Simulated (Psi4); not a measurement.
# SiHBrO (SMILES O[Si]Br): levels of theory compared

We compute a comparison of 4 runs (HF/3-21G, B3LYP/6-31G*, PBE0-D2/aug-cc-pVTZ-DK) of SiHBrO. 

The calculation is run with Psi4 1.11.

2 further runs of the same task are left out: 1 for a known fault of the program, 1 set aside as unsound or not needed.

**1. Starting point**

SiHBrO: 4 atoms, total charge 0, spin state singlet. As SMILES, `O[Si]Br`. The coordinates come from a PBE0-D4/def2-TZVP relaxation.

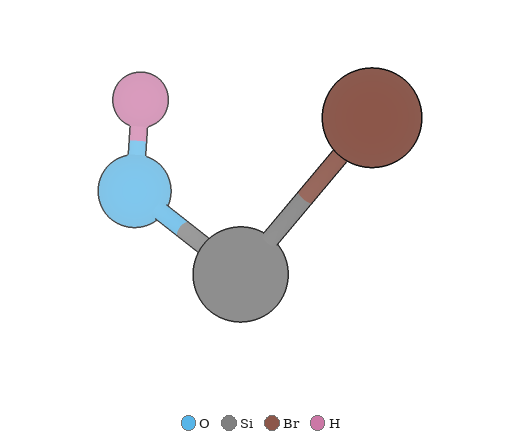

The structure, seen from a chosen angle (oxygen blue, silicon grey, bromine brown, hydrogen pink).

**2. Energy and forces at HF/3-21G (run 1)**

brhosi.xyz reads:

```xyz
4
BrHOSi
O     -0.885200     0.465100    -0.454500
Si    -0.590500    -0.799600     0.539800
Br     1.692600    -0.725200     0.691600
H     -0.161400     0.999400    -0.797200
```

brhosi_ase.py reads:

```python
import numpy as np
from ase.calculators.psi4 import Psi4
from ase.io import read

a = read('brhosi.xyz')
calc = Psi4(atoms=a, method='scf', basis='3-21G', memory='1600MB', num_threads=1, charge=0, multiplicity=1, label='psi4-calc')
calc.psi4.set_options({'puream': True, 'e_convergence': 1e-09, 'd_convergence': 1e-08, 'scf_type': 'pk'})
a.calc = calc

forces = a.get_forces()
print(f'energy: {a.get_potential_energy():.6f} eV')
print('forces / eV A^-1')
print(np.round(forces, 5))
```

Started as:

```
python brhosi_ase.py
```

psi4-calc.dat:

```text
[...]
  Running in c1 symmetry.
[...]
  Nuclear repulsion =  211.840014137076139
[...]
  Multiplicity = 1
[...]
  Nalpha       = 29
  Nbeta        = 29
[...]
    Number of basis functions: 46
[...]
   @RHF iter   1: -2922.41514509199033   -2.06818e+00   1.10401e-02 ADIIS/DIIS
[...]
   @RHF iter  11: -2922.53377492199525   -4.54747e-12   3.10765e-09 DIIS
[...]
    Orbital Energies [Eh]
    ---------------------
    Doubly Occupied:
       1A   -486.757436     2A    -68.384567     3A    -64.766617
       4A    -57.954276     5A    -57.953267     6A    -57.953144
       7A    -20.490561     8A     -9.763454     9A     -7.342771
      10A     -7.336570    11A     -7.335729    12A     -6.185965
      13A     -4.277090    14A     -4.276078    15A     -4.275127
      16A     -3.070602    17A     -3.068632    18A     -3.067598
      19A     -3.061694    20A     -3.061657    21A     -1.380637
      22A     -1.006637    23A     -0.766020    24A     -0.615826
      25A     -0.550035    26A     -0.514642    27A     -0.419517
      28A     -0.418712    29A     -0.360807
[...]
  @RHF Final Energy: -2922.53377492199525
   => Energetics <=
    Nuclear Repulsion Energy =            211.8400141370761389
    One-Electron Energy =               -4495.9162458780374436
    Two-Electron Energy =                1361.5424568189662295
    Total Energy =                      -2922.5337749219952457
[...]
 Multipole Moments:
 ------------------------------------------------------------------------------------
     Multipole            Electronic (a.u.)      Nuclear  (a.u.)        Total (a.u.)
 ------------------------------------------------------------------------------------
 L = 1.  Multiply by 2.5417464519 to convert [e a0] to [Debye]
 Dipole X            :          7.8784482           -8.2434265           -0.3649783
 Dipole Y            :         -2.4046892            2.7469021            0.3422129
 Dipole Z            :          2.5595363           -2.8548365           -0.2953003
 Magnitude           :                                                    0.5809657
[...]
  -Total Gradient:
     Atom            X                  Y                   Z
    ------   -----------------  -----------------  -----------------
       1       -0.010061376556    -0.009709450866     0.006513658792
       2        0.039720907896     0.023403274557    -0.014274240033
       3       -0.033863108007    -0.002517346048    -0.001168859172
       4        0.004203576455    -0.011176477630     0.008929440408
[...]
```

Standard output:

```text
energy: -79526.194719 eV
forces / eV A^-1
[[ 0.51738  0.49928 -0.33495]
 [-2.04253 -1.20344  0.73401]
 [ 1.74131  0.12945  0.06011]
 [-0.21616  0.57472 -0.45917]]
```

Run time: 2.5 s. Hardware: 1 thread of Intel Xeon 6975P-C (Granite Rapids), shared host; peak memory 0.24 GiB.

**3. Energy and gradient at B3LYP/6-31G(d) (spherical functions) (run 2)**

calc.dat reads:

```
memory 1.6 GB

molecule {
  0 1
  O     -1.67278557     0.87891162    -0.85888052
  Si    -1.11588328    -1.51102501     1.02007416
  Br     3.19855044    -1.37042939     1.30693459
  H     -0.30500180     1.88859229    -1.50648967
  units au
  symmetry c1
  no_reorient
  no_com
}

set globals {
  basis 6-31G*
  puream true
  e_convergence 1e-09
  d_convergence 1e-08
  scf_type pk
  dft_radial_points 99
  dft_spherical_points 590
}

result, w = gradient('b3lyp', return_wfn=True)
oeprop(w, 'DIPOLE', 'MAYER_INDICES', 'LOWDIN_CHARGES')
print_variables()
```

Started as:

```
psi4 -i calc.dat -o calc.out -n 1
```

calc.out:

```text
[...]
  Running in c1 symmetry.
[...]
  Nuclear repulsion =  211.840014063699073
[...]
  Multiplicity = 1
[...]
  Nalpha       = 29
  Nbeta        = 29
[...]
    Number of basis functions: 66
[...]
   @RKS iter   1: -2938.78657148697675   -1.38830e+00   2.41336e-02 DIIS/ADIIS
[...]
   @RKS iter  12: -2939.24668848692590   -4.09273e-12   2.90053e-09 DIIS
[...]
  @RKS Final Energy: -2939.24668848692590
   => Energetics <=
    Nuclear Repulsion Energy =            211.8400140636990727
    One-Electron Energy =               -4509.6020202223699016
    Two-Electron Energy =                1456.0755602322499271
    DFT Exchange-Correlation Energy =     -97.5602425605043919
    Empirical Dispersion Energy =           0.0000000000000000
    VV10 Nonlocal Energy =                  0.0000000000000000
    Total Energy =                      -2939.2466884869259047
[...]
  -Total Gradient:
     Atom            X                  Y                   Z
    ------   -----------------  -----------------  -----------------
       1        0.008578082426    -0.004800238823     0.004458834954
       2        0.005652680677     0.010537216287    -0.007545733793
       3       -0.007920063676    -0.000006239640    -0.000718040928
       4       -0.006307883188    -0.005732260860     0.003806347171
[...]
 Multipole Moments:
 ------------------------------------------------------------------------------------
     Multipole            Electronic (a.u.)      Nuclear  (a.u.)        Total (a.u.)
 ------------------------------------------------------------------------------------
 L = 1.  Multiply by 2.5417464519 to convert [e a0] to [Debye]
 Dipole X            :        -82.8623161           82.6396131           -0.2227030
 Dipole Y            :         60.5564866          -60.1994935            0.3569931
 Dipole Z            :        -51.9397738           51.6462151           -0.2935587
 Magnitude           :                                                    0.5130472
[...]
```

Run time: 9.3 s. Hardware: 1 thread of Intel Xeon 6975P-C (Granite Rapids), shared host; peak memory 0.57 GiB.

Run 3 isn't shown in full; the table further down has it.

**4. A single-point energy at PBE0-D2/aug-cc-pVTZ-DK (sfX2C, density fitting) (run 4)**

brhosi.xyz is that of step 2.

run.py reads:

```python
import psi4

psi4.set_memory(1600000000)
psi4.set_num_threads(1)
psi4.core.set_output_file('psi4.out', False)

with open('brhosi.xyz') as f:
    atoms = ''.join(f.readlines()[2:])
geom = psi4.geometry('0 1\n' + atoms + '')

psi4.set_options(dict(basis='aug-cc-pVTZ-DK', scf_type='df', relativistic='x2c'))

e_tot = psi4.energy("pbe0-d2")
print('E =', round(e_tot, 9))
```

Started as:

```
python run.py
```

psi4.out:

```text
[...]
  Running in c1 symmetry.
[...]
  Nuclear repulsion =  211.840014137076139
[...]
  Multiplicity = 1
[...]
  Nalpha       = 29
  Nbeta        = 29
[...]
    Number of basis functions: 178
[...]
    WARNING: The X2C and Dirac Hamiltonians have substatially different eigenvalues!
             This is probably caused by the recontraction of the basis set.
[...]
   @DF-RKS iter   1: -2971.33973180243538   -1.75264e+00   8.79340e-03 DIIS/ADIIS
[...]
   @DF-RKS iter   9: -2971.87820958802331   -2.46500e-08   3.78469e-07 DIIS
[...]
    Orbital Energies [Eh]
    ---------------------
    Doubly Occupied:
       1A   -491.190057     2A    -66.485293     3A    -64.507235
       4A    -56.859902     5A    -56.858889     6A    -56.858430
       7A    -19.261934     8A     -9.085409     9A     -6.648299
      10A     -6.644708    11A     -6.643258    12A     -5.415444
      13A     -3.725799    14A     -3.723599    15A     -3.719466
      16A     -2.609312    17A     -2.608359    18A     -2.607206
      19A     -2.604201    20A     -2.604098    21A     -1.069446
      22A     -0.815804    23A     -0.600229    24A     -0.471987
      25A     -0.402900    26A     -0.393678    27A     -0.322062
      28A     -0.317583    29A     -0.278601
[...]
  @DF-RKS Final Energy: -2971.87820958802331
   => Energetics <=
    Nuclear Repulsion Energy =            211.8400141370761389
    One-Electron Energy =               -4551.9557455402737105
    Two-Electron Energy =                1460.6283114565690084
    DFT Exchange-Correlation Energy =     -92.3899494986647909
    Empirical Dispersion Energy =          -0.0008401427296156
    VV10 Nonlocal Energy =                  0.0000000000000000
    Total Energy =                      -2971.8782095880233101
[...]
 Multipole Moments:
 ------------------------------------------------------------------------------------
     Multipole            Electronic (a.u.)      Nuclear  (a.u.)        Total (a.u.)
 ------------------------------------------------------------------------------------
 L = 1.  Multiply by 2.5417464519 to convert [e a0] to [Debye]
 Dipole X            :          8.1023300           -8.2434265           -0.1410966
 Dipole Y            :         -2.4806053            2.7469021            0.2662968
 Dipole Z            :          2.6381337           -2.8548365           -0.2167028
 Magnitude           :                                                    0.3711904
[...]
```

On the terminal:

```text
E = -2971.878209588
```

Wall time 10 s (1 thread of Intel Xeon 6975P-C (Granite Rapids), shared host); peak memory 1.1 GiB.

**5. The series**

```
run                                            level         integration grid               properties   energy (Eh)  dipole moment (D)  HOMO energy (eV)  LUMO energy (eV)  wall time
  1                                         HF/3-21G                        –                        –  -2922.533775               1.48             -9.82              0.86      2.5 s
  2               B3LYP/6-31G* (spherical functions)  99 radial × 590 angular  (dipole, mayer, lowdin)  -2939.246688               1.30             -7.31             -2.27      9.3 s
  3         PBE0-D2/aug-cc-pVTZ-DK (density fitting)  75 radial × 302 angular                        –  -2917.575603               0.97             -7.60             -2.26      9.9 s
  4  PBE0-D2/aug-cc-pVTZ-DK (sfX2C, density fitting)  75 radial × 302 angular                        –  -2971.878210               0.94             -7.58             -2.23       10 s
```

**6. Results**

| quantity | value |
| --- | --- |
| run 4: total energy | -2971.87821 Eh |
| run 4: dipole moment | 0.94 D |
| run 4: HOMO energy | -7.58 eV |
| run 4: LUMO energy | -2.23 eV |
| run 4: HOMO–LUMO gap | 5.35 eV |
| run 4: dispersion energy | -2.21 kJ/mol |

**Reading.** The dipole moment (its size) runs from 0.94 D (PBE0-D2/aug-cc-pVTZ-DK) to 1.48 D (HF/3-21G). The two ends differ in method and basis and Hamiltonian. The HOMO–LUMO gap runs from 5.04 eV (B3LYP/6-31G*) to 10.68 eV (HF/3-21G). The two ends differ in method and basis. Totals of different functionals can't be ranked against each other. Some runs of one species differ in core potentials or relativity; totals across that change don't compare. In run 3 relativity is left out where basis or elements ask for it. All runs together took 32 s, the longest 10 s.
